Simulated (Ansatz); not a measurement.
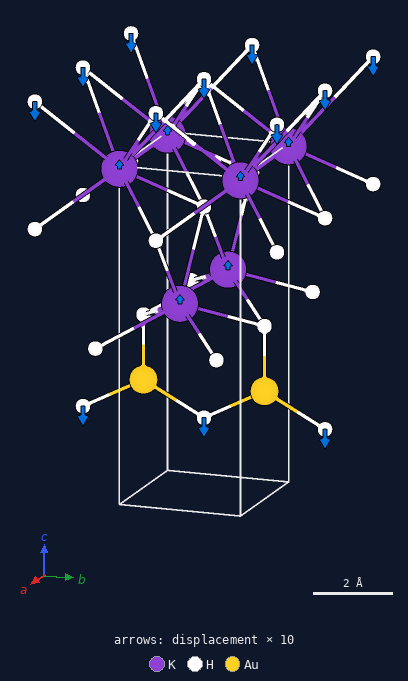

This is a relaxation of solid K$_{2}$H$_{3}$Au (built on the Sc2Ga3Cu-25 type type). The starting structure is drawn; blue arrows show the displacements (the part carried along by the change of the cell is left out), 10 times their true length.

A ball-and-stick model of the cell of the calculation, seen slightly off an axis.

Method: DFT, r2SCAN+rVV10, plane waves, PAW in Ansatz.

Input
```yaml
crystal:
  lattice:
    - [3.5531395235, 0.0, 0.0]
    - [0.0, 3.2862273948, 0.0]
    - [0.0, 0.0, 8.9364008666]
  atoms:
    - { symbol: K, position: [0.0, 0.0, -0.0085046285] }
    - { symbol: K, position: [0.0, 0.5, 0.6098836158] }
    - { symbol: H, position: [0.5, 0.5, 0.8465655855] }
    - { symbol: H, position: [0.5, 0.5, 0.2229711202] }
    - { symbol: H, position: [0.5, 0.0, 0.5107837844] }
    - { symbol: Au, position: [0.5, 0.0, 0.3183005126] }
kpoints:
  mp_grid: { grid: [6, 8, 4] }
hamiltonian:
  xc: r2scan
  dispersion: rvv10
scf:
  occupations: { method: fermi_dirac, width: 0.03 }
relax:
  f_tol: 0.01
  cell: {}
  max_steps: 120
```

Run as
```bash
ansatz run input.yaml --threads 2 --pin off --max-ram 2211MiB --backend cpu --events-out ev --progress --plain --runs-dir out
```

> Which element moves most?

Hydrogen: up to 0.054 Å, against 0.026 Å for potassium.

> Describe the change and its energy.

The atom that moves furthest relative to the cell is H4 (0.054 Å along −c). Largest moves by element: H 0.054 Å, K 0.026 Å, Au 0.002 Å. The drawn cell changes as follows: a 3.553 → 3.551 Å (−0.1 %), b 3.286 → 3.252 Å (−1.0 %), c 8.936 → 8.974 Å (+0.4 %); the volume changes by −0.7 %. Among the contacts that change: K1–H4 3.184 → 3.128 Å, K1–K1 3.286 → 3.252 Å, H4–Au6 1.851 → 1.864 Å, K2–H3 2.762 → 2.754 Å. Among the angles between lasting bonds that change: H4–Au6–H4 125.2° → 121.5°, Au6–H4–Au6 125.2° → 121.5°. The space group stays Pmm2 (No. 25). After 4 accepted moves (5 points after the start) the energy has fallen by 0.6 meV per atom. The largest force component goes from 0.086 to 0.0013 eV/Å. The pressure goes from 0.09 to −0.01 GPa. The SCF was repeated once at an unchanged geometry on a basis and grid sized afresh for the cell, which shifted the energy by less than 0.05 meV per atom at most. Cost: 120 s on 2 threads of Arm Neoverse V1 (shared host), peak memory 0.67 GiB.
